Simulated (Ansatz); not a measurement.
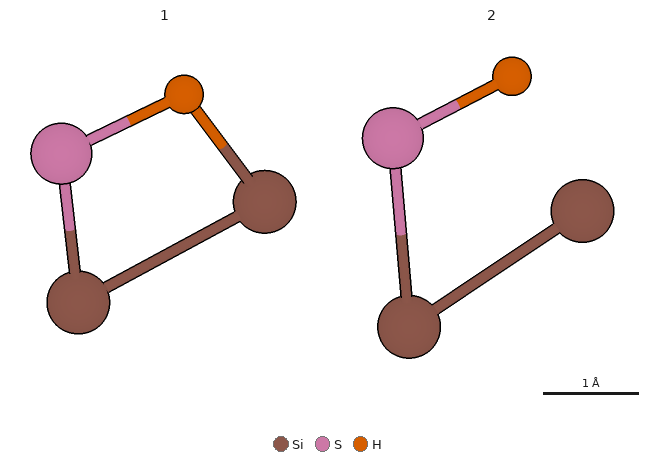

Two geometries of Si2HS (charge −1), drawn at one scale. One is the start of a relaxation, the other its converged end. The picture is a ball-and-stick view, seen at a tilt.

Theory: Ansatz, RKS PBE-D4/def2-SVPD. (force threshold 0.03 eV/Å; at most 250 steps)

Which geometry has the lower energy?

Structure 2 is the relaxed one. It is one of the separated reactants of a reaction. After 8 geometry steps the energy has fallen by 1.509 eV. Largest force component: 6.5 eV/Å at the start, 0.0031 eV/Å at the end. A Si atom moves most after the best rigid fit: 0.31 Å. Largest moves by element: Si 0.31 Å, H 0.22 Å, S 0.18 Å. Near-neighbour distances that change, for instance: S–Si 1.861 → 2.338 Å, H–Si 1.812 → 2.019 Å, Si–Si 2.294 → 2.225 Å, H–S 1.487 → 1.457 Å. Bond angles that change, for instance: Si–Si–S 79.5° → 71.4°, Si–S–H 97.5° → 100.9°. Cost: 12 s on 2 threads of Intel Xeon Platinum 8259CL @ 2.50GHz, on a shared host.
